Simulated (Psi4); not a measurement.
# S2F2 (Thio-thionyl fluoride) at BLYP/def2-SVPD

Aim: the vertical ionisation energy of S2F2 (Thio-thionyl fluoride) at BLYP/def2-SVPD, from 2 runs. 

The calculation is run with Psi4 1.11.

3 further runs of the same task are left out: 3 set aside as unsound or not needed.

### Step 1. The structure to begin with

S2F2 has 4 atoms, charge 0, and is taken as a singlet. SMILES: `FS(F)=S`. Geometry: relaxed at PBE0-D4/def2-TZVP.

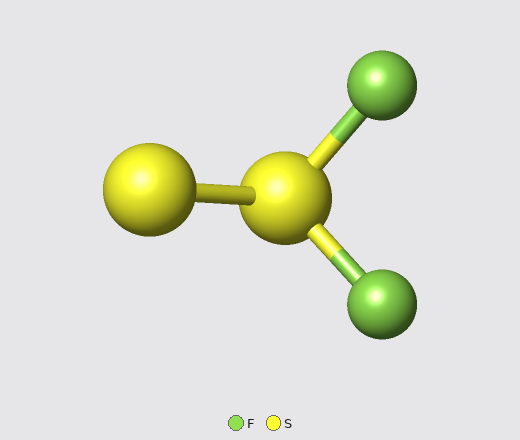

Viewed from a chosen angle; fluorine green, sulfur yellow.

### Step 2. Energy and gradient at BLYP/def2-SVPD

Input file f2s2.xyz:

```xyz
4
F2S2
F      0.734930     0.336790     1.199050
S     -0.480890    -0.090070     0.240730
F      0.313460    -1.382440    -0.286190
S     -0.567510     1.135710    -1.153590
```

Input file calc.py:

```python
import psi4

psi4.set_memory(2200000000)
psi4.set_num_threads(1)
psi4.core.set_output_file('run.log', False)

with open('f2s2.xyz') as f:
    atoms = ''.join(f.readlines()[2:])
mol = psi4.geometry('0 1\n' + atoms + 'symmetry c1')

psi4.set_options({
    'basis': 'def2-SVPD',
    'puream': True,
    'e_convergence': 1e-09,
    'd_convergence': 1e-08,
    'scf_type': 'pk',
    'dft_radial_points': 99,
    'dft_spherical_points': 590,
})

E = psi4.gradient('blyp')
print('gradient / Eh bohr^-1')
print(E.np.round(6))
for k, v in sorted(psi4.core.scalar_variables().items()):
    print(f'{k:45s} {v:18.10f}')
```

Launch:

```console
$ python calc.py
```

run.log:

```text
[...]
  Running in c1 symmetry.
[...]
  Nuclear repulsion =  240.671041710624763
[...]
  Multiplicity = 1
[...]
  Nalpha       = 25
  Nbeta        = 25
[...]
    Number of basis functions: 100
[...]
   @RKS iter   1:  -995.49379864194623    3.11454e-01   5.81165e-03 ADIIS/DIIS
[...]
   @RKS iter  13:  -995.63578668181299   -2.95586e-12   2.16046e-09 DIIS
[...]
    Orbital Energies [Eh]
    ---------------------
    Doubly Occupied:
       1A    -88.323002     2A    -88.131243     3A    -24.353077
       4A    -24.353044     5A     -7.876563     6A     -7.709272
       7A     -5.913384     8A     -5.912303     9A     -5.902461
      10A     -5.746364    11A     -5.738900    12A     -5.736165
      13A     -1.166507    14A     -1.110805    15A     -0.798313
      16A     -0.620790    17A     -0.529317    18A     -0.487156
      19A     -0.463554    20A     -0.418163    21A     -0.409335
      22A     -0.389909    23A     -0.324082    24A     -0.279152
      25A     -0.255145
[...]
  @RKS Final Energy:  -995.63578668181299
   => Energetics <=
    Nuclear Repulsion Energy =            240.6710417106247633
    One-Electron Energy =               -1855.1667631150614852
    Two-Electron Energy =                 691.1060174597480454
    DFT Exchange-Correlation Energy =     -72.2460827371244108
    Empirical Dispersion Energy =           0.0000000000000000
    VV10 Nonlocal Energy =                  0.0000000000000000
    Total Energy =                       -995.6357866818129878
[...]
 Multipole Moments:
 ------------------------------------------------------------------------------------
     Multipole            Electronic (a.u.)      Nuclear  (a.u.)        Total (a.u.)
 ------------------------------------------------------------------------------------
 L = 1.  Multiply by 2.5417464519 to convert [e a0] to [Debye]
 Dipole X            :          0.8866276           -1.2613671           -0.3747395
 Dipole Y            :         -1.2318596            1.2580585            0.0261989
 Dipole Z            :          1.1743597           -1.0982994            0.0760603
 Magnitude           :                                                    0.3832770
[...]
  -Total Gradient:
     Atom            X                  Y                   Z
    ------   -----------------  -----------------  -----------------
       1       -0.038941130903    -0.014960990492    -0.032178490845
       2        0.061343673507    -0.001760844855    -0.015360019381
       3       -0.024739474178     0.042944198091     0.017848454860
       4        0.002348864462    -0.026252087053     0.029721093524
[...]
```

Standard output:

```text
gradient / Eh bohr^-1
[[-0.038941 -0.014961 -0.032178]
 [ 0.061344 -0.001761 -0.01536 ]
 [-0.024739  0.042944  0.017848]
 [ 0.002349 -0.026252  0.029721]]
CURRENT ENERGY                                   -995.6357866818
CURRENT REFERENCE ENERGY                         -995.6357866818
DD SOLVATION ENERGY                                 0.0000000000
DFT FUNCTIONAL TOTAL ENERGY                      -995.6357866818
DFT TOTAL ENERGY                                 -995.6357866818
DFT VV10 ENERGY                                     0.0000000000
DFT XC ENERGY                                     -72.2460827371
GRID ELECTRONS ALPHA                               24.9999981137
GRID ELECTRONS BETA                                24.9999981137
GRID ELECTRONS TOTAL                               49.9999962274
NUCLEAR REPULSION ENERGY                          240.6710417106
ONE-ELECTRON ENERGY                             -1855.1667631151
PCM POLARIZATION ENERGY                             0.0000000000
PE ENERGY                                           0.0000000000
SCF ITERATION ENERGY                             -995.6357866818
SCF ITERATIONS                                     13.0000000000
SCF TOTAL ENERGY                                 -995.6357866818
TWO-ELECTRON ENERGY                               691.1060174597
XC GRID RADIAL POINTS                              99.0000000000
XC GRID SPHERICAL POINTS                          590.0000000000
XC GRID TOTAL POINTS                           226780.0000000000
```

Wall time 12 s (1 thread of INTEL XEON PLATINUM 8581C at 2.30GHz (Emerald Rapids), shared host); peak memory 0.97 GiB.

### Step 3. The doublet cation, same level

Input file input.dat:

```
memory 2200 MB

molecule m {
  1 2
  F
  S 1 r2
  F 2 r3 1 a3
  S 2 r4 1 a4 3 d4

  r2 = 1.605866
  r3 = 1.605882
  a3 = 92.01851
  r4 = 1.858539
  a4 = 107.91931
  d4 = -109.56975
  symmetry c1
  no_reorient
  no_com
}

set {
  basis def2-SVPD
  reference uks
  puream true
  e_convergence 1e-09
  d_convergence 1e-08
  scf_type pk
  dft_radial_points 99
  dft_spherical_points 590
  maxiter 100
}

E, wfn = gradient("blyp", return_wfn=True)
oeprop(wfn, "MULLIKEN_CHARGES", "LOWDIN_CHARGES", "DIPOLE")
print_variables()
```

Launch:

```console
$ psi4 input.dat output.dat -n 1
```

output.dat (excerpt; [...] marks lines left out):

```text
[...]
  Running in c1 symmetry.
[...]
  Nuclear repulsion =  240.671039639156504
[...]
  Multiplicity = 2
[...]
  Nalpha       = 25
  Nbeta        = 24
[...]
    Number of basis functions: 100
[...]
   @UKS iter   1:  -995.15678625567432    6.48466e-01   5.00904e-03 ADIIS/DIIS
[...]
   @UKS iter  13:  -995.25253908831053   -1.10276e-11   7.55830e-09 DIIS
[...]
   @S^2 Observed:                7.535701453E-01
[...]
  @UKS Final Energy:  -995.25253908831053
   => Energetics <=
    Nuclear Repulsion Energy =            240.6710396391565041
    One-Electron Energy =               -1841.5693109493277007
    Two-Electron Energy =                 677.5561887652049791
    DFT Exchange-Correlation Energy =     -71.9104565433443383
    Empirical Dispersion Energy =           0.0000000000000000
    VV10 Nonlocal Energy =                  0.0000000000000000
    Total Energy =                       -995.2525390883105274
[...]
  -Total Gradient:
     Atom            X                  Y                   Z
    ------   -----------------  -----------------  -----------------
       1       -0.004356914872    -0.006594108014     0.016672729837
       2       -0.048810341861     0.014830724199     0.014309145351
       3       -0.004357036631     0.016421984745    -0.007176821046
       4        0.057558263793    -0.024679046200    -0.023824806564
[...]
 Multipole Moments:
 ------------------------------------------------------------------------------------
     Multipole            Electronic (a.u.)      Nuclear  (a.u.)        Total (a.u.)
 ------------------------------------------------------------------------------------
 L = 1.  Multiply by 2.5417464519 to convert [e a0] to [Debye]
 Dipole X            :          0.5472283           -1.0023556           -0.4551273
 Dipole Y            :         -0.5642215            1.3217785            0.7575570
 Dipole Z            :         -0.5447127            1.2760114            0.7312986
 Magnitude           :                                                    1.1470968
[...]
  Mulliken Charges: (a.u.)
   Center  Symbol    Alpha    Beta     Spin     Total
       1     F     4.63390  4.59964  0.03426 -0.23354
       2     S     7.49193  7.39902  0.09291  1.10906
       3     F     4.63391  4.59964  0.03426 -0.23355
[...]
```

It took 17 s on 1 thread of INTEL XEON PLATINUM 8581C at 2.30GHz (Emerald Rapids), shared host; peak memory 0.97 GiB.

### Step 4. Results

Level: BLYP/def2-SVPD.

| quantity | value |
| --- | --- |
| singlet S2F2: total energy | -995.63579 Eh |
| singlet S2F2: dipole moment | 0.97 D |
| singlet S2F2: HOMO energy | -6.94 eV |
| singlet S2F2: LUMO energy | -3.09 eV |
| singlet S2F2: HOMO–LUMO gap | 3.85 eV |
| singlet S2F2: largest force on an atom | 3.253 eV/Å |
| doublet cation: total energy | -995.25254 Eh |
| doublet cation: HOMO energy (highest over α and β) | -14.76 eV |
| doublet cation: LUMO energy (lowest over α and β) | -13.93 eV |
| doublet cation: ⟨S²⟩ | 0.754 |
| doublet cation: largest force on an atom | 3.446 eV/Å |
| vertical ionisation energy (to the doublet cation) | 10.429 eV |

In words: Removing an electron at fixed nuclei costs 10.43 eV (240 kcal/mol). The largest force (singlet S2F2) is 3.25 eV/Å: the shape isn't a stationary point for this species at this level. The negative HOMO energy of the first species, 6.94 eV, lies 3.49 eV below that difference. Mulliken charges (doublet cation) run from -0.23 on F3 to +1.11 on S2; in a basis this large or diffuse they mean little.
